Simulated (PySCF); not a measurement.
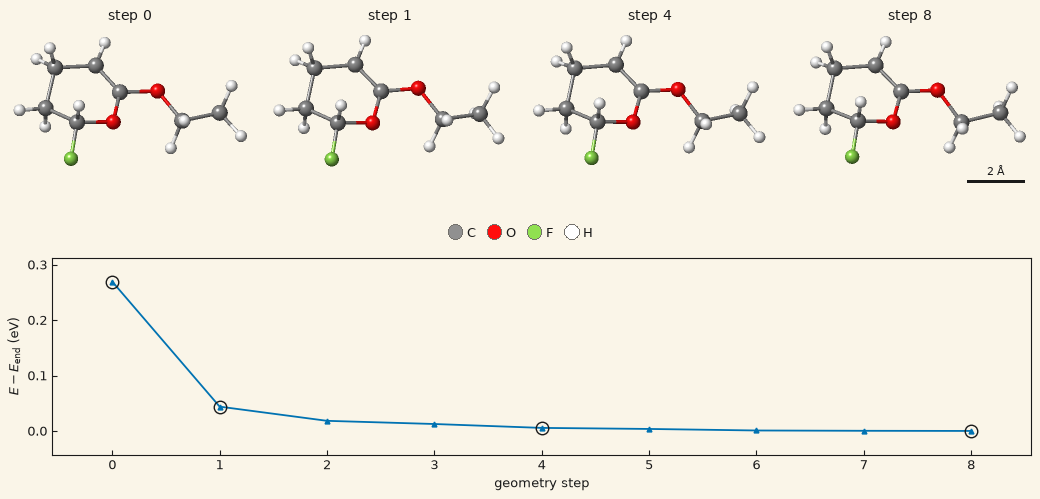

Frames of a relaxation of C7H11FO2, marked on the history of the run. The picture is a ball-and-stick view, seen at a tilt.

The start comes from GFN2-xTB. Its atoms were then displaced at random by about 0.01 Å.

Method: PBE0-D3(BJ)/def2-SVP geometry optimisation, gas phase in PySCF. 

### Describe the path.

After 8 geometry steps the energy has fallen by 0.269 eV. The atom that moves furthest after the best rigid fit is an H atom (0.30 Å). Largest moves by element: H 0.30 Å, F 0.14 Å, O 0.12 Å, C 0.09 Å. Some distances before and after: C–O 1.400 → 1.335 Å, C–H 1.147 → 1.100 Å, C–H 1.054 → 1.090 Å, C–H 1.065 → 1.100 Å. Bond angles that change, for instance: C–C–H 120.3° → 117.4°, C–C–O 127.2° → 124.3°, F–C–H 105.6° → 108.1°. From step 0 to 1: an O atom moves most (0.20 Å), energy −0.226 eV. From step 1 to 4: an H atom moves most (0.15 Å), energy −0.038 eV. From step 4 to 8: H atoms move most (0.23 Å), energy −0.005 eV.

```tsv
step	E − E(0), eV
0	0.0000
1	-0.2255
2	-0.2511
3	-0.2568
4	-0.2639
5	-0.2658
6	-0.2685
7	-0.2691
8	-0.2694
```
